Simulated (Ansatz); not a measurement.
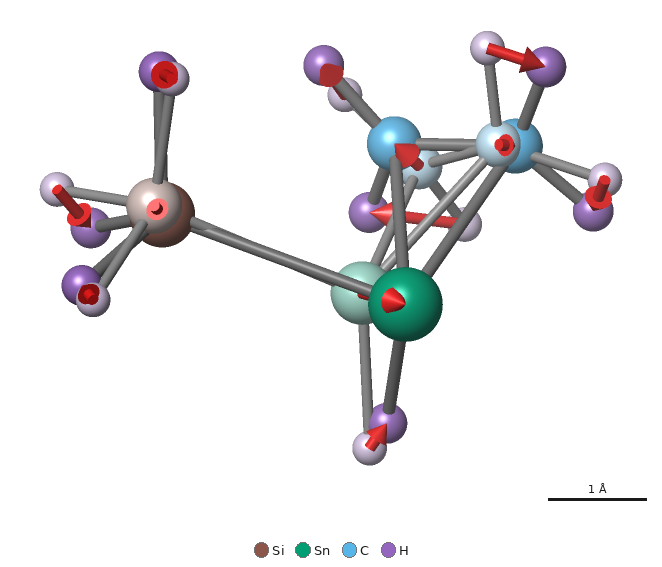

This is a relaxation of C₂H₈SiSn (coarse preliminary run). The starting structure is drawn faded, the final one solid; red arrows show the displacements, at their true length. The two geometries are superimposed by the best rigid fit.

The picture is a ball-and-stick view, seen at a tilt.

The start comes from a force field.

Level of theory: RKS PBE-D4/def2-SVP in Ansatz 0.2.0.

Input
```yaml
crystal:
  periodic: [false, false, false]
  atoms:
    - {symbol: Si, position_ang: [-1.305300, 1.633600, -0.674400]}
    - {symbol: Sn, position_ang: [-0.533100, -0.064700, 0.927700]}
    - {symbol: C, position_ang: [1.534100, -0.594600, 0.685200]}
    - {symbol: C, position_ang: [0.822100, -1.397200, -0.210800]}
    - {symbol: H, position_ang: [-1.850800, 1.010400, -1.918900]}
    - {symbol: H, position_ang: [-2.439100, 2.467100, -0.065100]}
    - {symbol: H, position_ang: [-0.219000, 2.581000, -1.034300]}
    - {symbol: H, position_ang: [-1.659900, -1.110300, 1.671800]}
    - {symbol: H, position_ang: [2.188200, 0.189700, 0.230900]}
    - {symbol: H, position_ang: [1.997600, -1.159800, 1.577000]}
    - {symbol: H, position_ang: [0.850300, -1.142500, -1.258400]}
    - {symbol: H, position_ang: [0.691700, -2.467900, 0.103400]}
basis:
  gaussian: {orbitals: def2-SVP}
hamiltonian: {xc: pbe, dispersion: d4}
relax: {f_tol: 0.03, max_steps: 200}
```

Command:
```bash
ansatz run in.yaml --threads 4 --pin off --events-out ev --progress --plain --max-ram 10444MiB
```

### What did the optimiser do to the structure, and how much energy did it gain?

H12 moves most after the best rigid fit: 1.04 Å. By element the largest moves are H 1.04 Å, Sn 0.86 Å, C 0.46 Å, Si 0.28 Å. Among the contacts that change: Sn2–C4 2.215 → 2.691 Å, Sn2–C3 2.148 → 2.486 Å, Si1–Sn2 2.459 → 2.663 Å, Sn2–H8 1.708 → 1.789 Å. Bond angles that change, for instance: Si1–Sn2–C4 105.8° → 72.7°, C3–Sn2–H8 122.2° → 93.1°, Si1–Sn2–H8 120.0° → 95.4°. The energy falls by 0.945 eV in 14 accepted moves (15 points after the start). Largest force component: 3 eV/Å at the start, 0.021 eV/Å at the end. The line search rejected the trial step at point 12 of the run. Cost: 21 s on 4 threads of Arm Neoverse V1 (shared host).
